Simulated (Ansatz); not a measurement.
**Run report: C3H9BS, single-point calculation**

- system: C3H9BS
- method: RKS PBE0-D4/def2-TZVPP (Ansatz 0.2.0)

The geometry comes from this level: PBE0-D4/def2-TZVP.

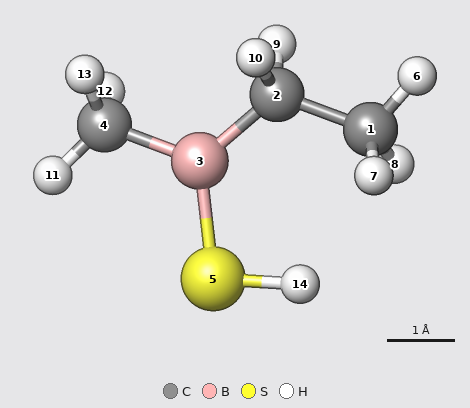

*The structure as given in the input (ball-and-stick view, seen at a tilt; atoms are numbered from 1 in the order of the input).*

### The input
```yaml
crystal:
  periodic: [false, false, false]
  atoms:
    - {symbol: C, position_ang: [-0.937470, 1.696542, -0.128655]}
    - {symbol: C, position_ang: [0.027822, 0.689241, 0.474787]}
    - {symbol: B, position_ang: [0.229778, -0.709808, -0.212805]}
    - {symbol: C, position_ang: [1.147243, -1.793688, 0.457359]}
    - {symbol: S, position_ang: [-0.550459, -1.181383, -1.758001]}
    - {symbol: H, position_ang: [-0.979346, 2.616953, 0.458588]}
    - {symbol: H, position_ang: [-0.642187, 1.976447, -1.143870]}
    - {symbol: H, position_ang: [-1.954502, 1.297557, -0.178076]}
    - {symbol: H, position_ang: [-0.242851, 0.487790, 1.520876]}
    - {symbol: H, position_ang: [1.031382, 1.133014, 0.550491]}
    - {symbol: H, position_ang: [1.369624, -2.658936, -0.169690]}
    - {symbol: H, position_ang: [0.652554, -2.163561, 1.363897]}
    - {symbol: H, position_ang: [2.093077, -1.355322, 0.791492]}
    - {symbol: H, position_ang: [-1.257763, -0.064245, -1.997594]}
basis:
  gaussian: {orbitals: def2-TZVPP}
hamiltonian: {xc: pbe0, dispersion: d4}
output: {orbitals: {seedname: orbitals}}
```

Machine: 4 threads of Arm Neoverse V1, 15 GiB of memory available, shared host.

Run as:
```bash
ansatz run in.yaml --threads 4 --pin off --events-out ev --progress --plain --max-ram 10444MiB
```

### Log
```
Functional definition: PBE0
  name "PBE0"
  cite "Adamo & Barone, J. Chem. Phys. 110, 6158 (1999) doi:10.1063/1.478522"
  cite "Perdew, Burke & Ernzerhof, Phys. Rev. Lett. 77, 3865 (1996) doi:10.1103/PhysRevLett.77.3865"
  parent pbe
  parameter a = 0.25
  parameter kappa = 0.804
  parameter beta = 0.06672455060314922
  exchange = (1 - a)*pbe_x(kappa = kappa, mu = beta*pi^2/3) + a*exact_x
  correlation = pbe_c(beta = beta)
1555 factors; their error is unknown
mean field evaluation 1: about -14751.7532 eV, gradient 7.2e1 eV
mean field evaluation 2: about -14744.8938 eV, gradient 8.5e1 eV
mean field evaluation 4: about -14763.9041 eV, gradient 5.1e0 eV
mean field evaluation 8: about -14763.9647 eV, gradient 5.6e-2 eV
mean field evaluation 16: about -14763.9577 eV, gradient 4.6e-5 eV
mean field -14763.95773702 eV, -542.5654394655 hartree, gradient 4.6e-5 eV, S^2 0.000000; 0 other end points of the search recorded, 0 dependent functions left out
reference -14763.95777099 eV, -542.5654407138 hartree; 24, 24 occupied and 268, 268 virtual orbitals, 1555 factors
Total energy: -14764.20533255 eV, -542.5745384333 hartree
```

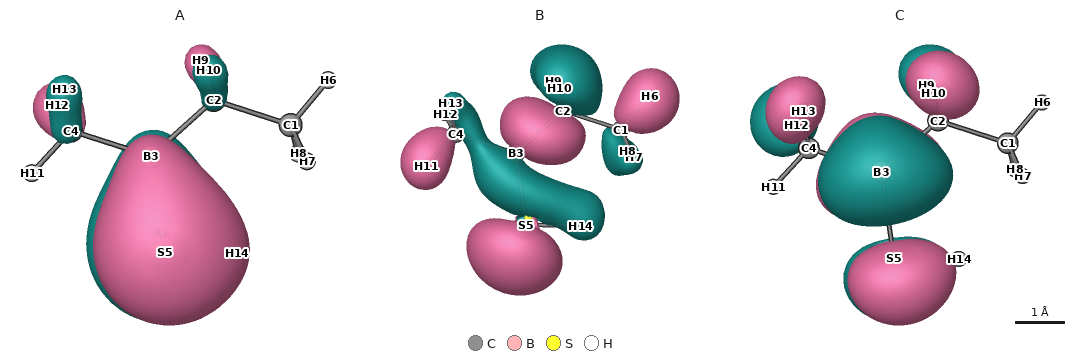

*Three frontier orbitals at ±0.08 Å⁻³ᐟ² (teal and pink are the two phases).*

B is the HOMO−1 (−8.41 eV). Its weight (Hirshfeld) is mainly on S5 (35 %), C2 (25 %) and B3 (15 %). A is the HOMO (−7.83 eV). C is the LUMO (−0.32 eV). Its weight (Hirshfeld) is mainly on B3 (45 %), S5 (25 %) and C2 (10 %); π-antibonding (π*) across B3–S5. The HOMO–LUMO gap is 7.51 eV between the orbital energies.

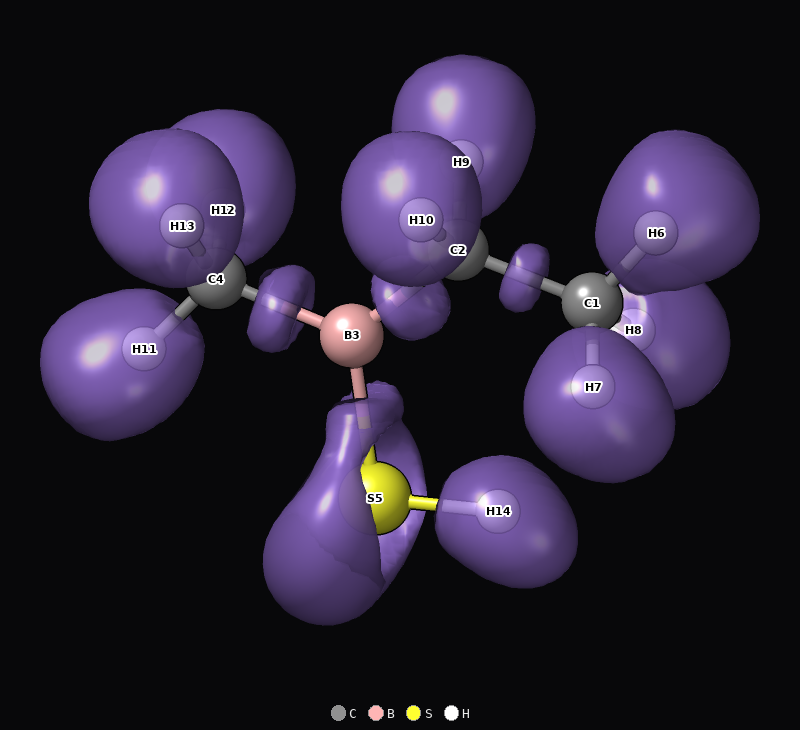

*Isosurface of the electron localisation function at 0.85 (purple), seen at a tilt. Only the valence region is drawn (cores and ρ < 0.01 e/Å³ removed).*

Along the contacts the grid gives the following. C–C (1.52 Å): the ELF peaks at about 0.95 between the atoms, which marks a covalent bond. C–B (1.57 Å): the ELF peaks at about 0.95 between the atoms, which marks a shared electron pair.

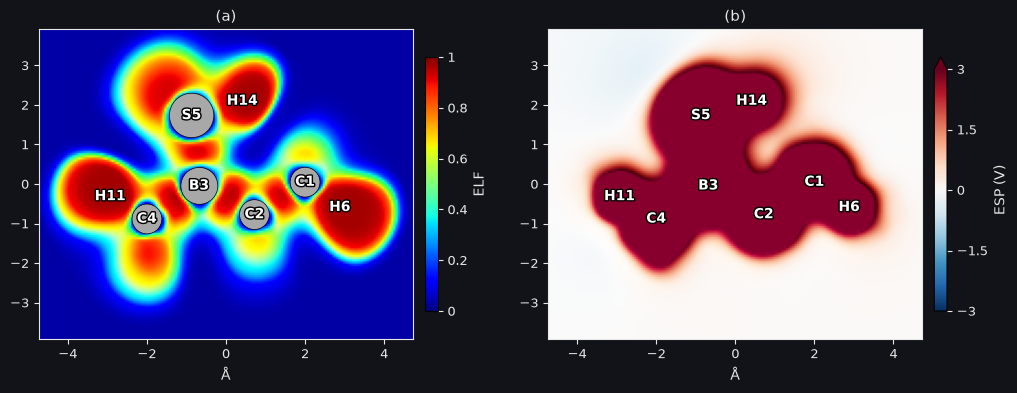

*(a) electron localisation function; (b) electrostatic potential on the plane of atoms C2, C1 and H6. Grey discs, where drawn, cover atomic cores.*

Atoms in the plane: C, B, S and H. C–C (1.52 Å): the ELF peaks at about 0.95 between the atoms (localised, shared-pair bonding). C–B (1.57 Å): the ELF peaks at about 0.95 between the atoms, which marks localised, shared-pair bonding. S–H (1.34 Å): the ELF climbs to about 1 towards the hydrogen.

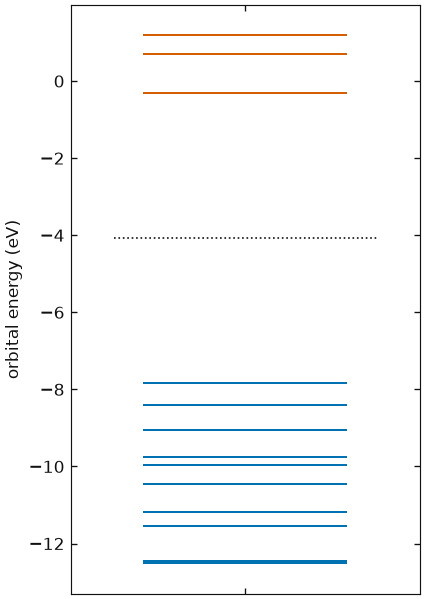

*Orbital energies near the frontier; the dotted line parts filled from empty levels, and levels within 0.02 eV of each other stand side by side.*

Highest filled −7.83 eV, lowest empty −0.32 eV, 7.51 eV apart.

### Summary

```csv
quantity,value
outcome,converged
total energy,−14764.2053 eV
mean-field energy,−14763.9578 eV
dispersion energy,−0.2476 eV
SCF solution under orbital rotations,stable
HOMO,−7.83 eV
LUMO,−0.32 eV
wall time,4.1 s (CPU time 15 s)
peak memory,0.76 GiB
```
